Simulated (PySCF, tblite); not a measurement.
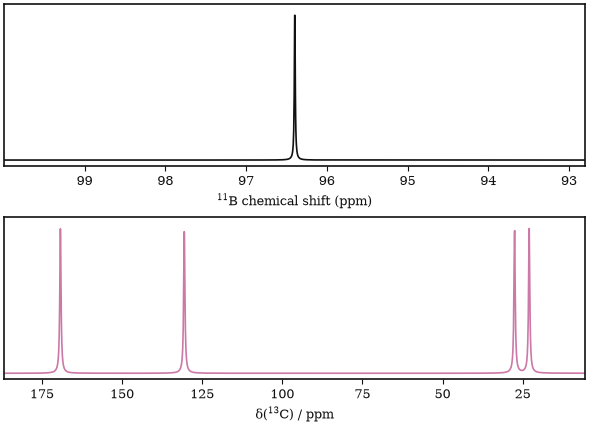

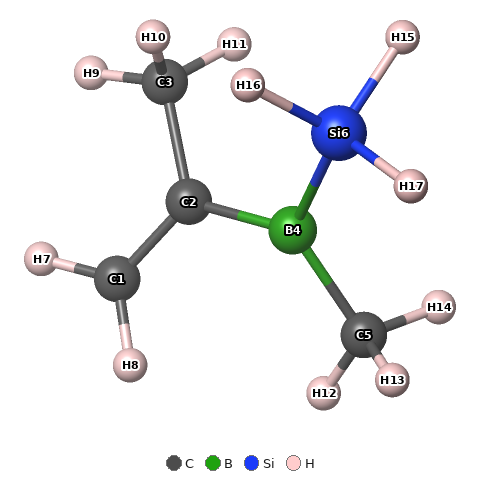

Spectrum and numbered structure of C₄H₁₁BSi, SMILES C=C(C)B(C)[SiH3]. GIAO shifts, PBE0/pcSseg-1 with PySCF, at a GFN2-xTB geometry (a minimum by its frequencies), against BF₃.OEt₂ for ¹¹B and TMS for ¹³C computed at the same level. Gas phase, fully decoupled, line heights follow the number of nuclei, widths are arbitrary (no quadrupolar broadening); values of one conformer, averaged over methyl-type rotors and exact or near symmetry; other conformers aren't averaged in.

Where does the ¹¹B line lie?

At 96.4 ppm (B4).

Which ¹³C nuclei are the least shielded, and which the most?

Least shielded: C2 at 169.2 ppm. Most shielded: C5 at 23.0 ppm.

Caveats: the tight-binding geometry is rougher than a DFT one and adds to the error.
